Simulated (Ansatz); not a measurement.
# GaH₂+ (triplet): RPA-PBE over a scan of the distance Ga1–H2, cc-pVTZ

Aim: run GaH₂+ (triplet) with these functionals over a scan of the distance Ga1–H2, and hold them against the top wave-function level at the same points.

Method: cc-pVTZ, all electrons in the functionals, frozen cores in the correlation of double hybrids and RPA; program: Ansatz 0.2.0, Gaussian basis.

Plan: RPA-PBE, at 1.380 Å; 1.630 Å; 1.768 Å; 1.928 Å; 2.146 Å; 2.436 Å; 2.795 Å; 3.258 Å; 3.940 Å; 4.832 Å; 6.114 Å.

24 further runs of the same task are left out: 3 for a known fault of the program, 16 that didn't finish, 5 set aside as unsound or not needed.

## (1) The system

The geometry derives from a PBE0/def2-TZVP stationary point (not a proven minimum). One bond is set to the value named and the two fragments are kept rigid. No spin-orbit coupling is included. The filled d shell of Ga may be among the frozen orbitals whatever the setting's name suggests; the logs give the count.

3 atoms, charge 1, spin multiplicity 3.

Atoms are counted from 1 here; the program's logs count them from 0.

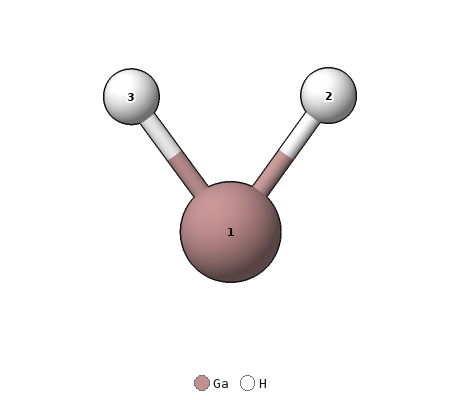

The geometry (gallium pink, hydrogen white); atoms are numbered from 1 in the order of the file.

No dispersion term is added.

The geometry shown and the zero of energy belong to the point 1.768 Å. The yardstick, FCI, and other wave-function levels (R restricted, U unrestricted, valence and pair active spaces) come from earlier runs.

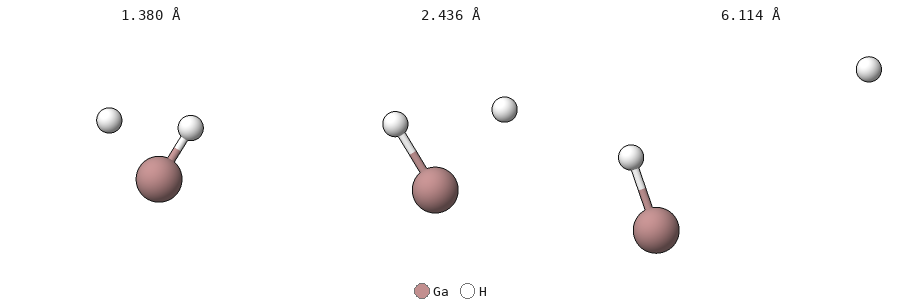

Three points of the scan; sticks are drawn by distance.

## (2) RPA-PBE, 1.380 Å

File in.yaml:

```yaml
crystal:
  periodic: [false, false, false]
  atoms:
    - {symbol: Ga, position_ang: [0.000000, 0.003202, -0.035803]}
    - {symbol: H, position_ang: [0.000000, 0.813531, 1.081232]}
    - {symbol: H, position_ang: [0.000000, -1.035050, 1.395423]}
basis:
  gaussian: {orbitals: cc-pVTZ}
total_charge: 1
magnetization: {spin_polarized: true, initial_magnetization: 2}
hamiltonian: {xc: {name: PBE}}
correlation: {method: rpa, electrons: outside_noble_gas}
```

Command:

```bash
ansatz run in.yaml --threads 1 --pin off --events-out ev --progress --plain --max-ram 2393MiB
```

After this run come: RPA-PBE, 1.630 Å; RPA-PBE, 1.768 Å; RPA-PBE, 1.928 Å; RPA-PBE, 2.146 Å; RPA-PBE, 2.436 Å; RPA-PBE, 2.795 Å; RPA-PBE, 3.258 Å; RPA-PBE, 3.940 Å; RPA-PBE, 4.832 Å; RPA-PBE, 6.114 Å.

**Question.** What will the summary of the whole plan be? Wanted: span of the FCI curve; largest miss, RPA-PBE.

The runs gave:

| quantity | value |
| --- | --- |
| span of the FCI curve | 16.6 kcal/mol |
| largest miss, RPA-PBE | -1.7 kcal/mol (6.114 Å) |

What this shows: RPA-PBE strays by up to 1.7 kcal/mol, at 6.114 Å. Functionals and the yardstick converge differently with the basis, so part of each miss in cc-pVTZ is the basis.
